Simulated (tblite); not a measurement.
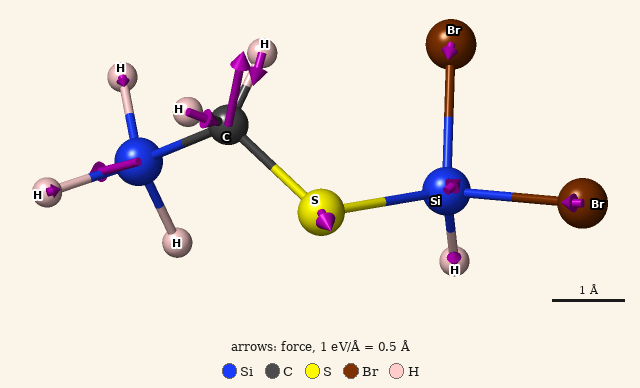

Starting geometry of CH₆Br₂SSi₂ with the computed forces as purple arrows. The picture is a ball-and-stick view, seen from a free direction.

These are results of tblite, GFN2-xTB geometry optimisation, gas phase, not measurements. 

Is this structure relaxed? If not, where do the atoms go?

Answer. It isn't relaxed: the largest force vector, on the C atom, is 2.40 eV/Å. The final displacements have little in common with the starting forces (cosine between the two patterns 0.10). The largest move after the best rigid fit is that of an H atom, 1.39 Å. Largest moves by element: H 1.39 Å, Br 0.69 Å, S 0.63 Å, Si 0.30 Å, C 0.29 Å. Some distances before and after: C–Si 1.843 → 1.910 Å, Br–Si 2.267 → 2.206 Å, C–H 1.126 → 1.089 Å, C–S 1.801 → 1.827 Å. Bond angles that change, for instance: C–S–Si 113.3° → 102.6°, S–C–H 108.6° → 103.7°, C–Si–H 111.8° → 107.4°. Groups turn about C–Si by about 50°, S–Si by about 30°. The energy falls by 33.6 kJ/mol in 94 geometry steps. The run took 0.94 s on 1 thread of Arm Neoverse V1 (shared host).
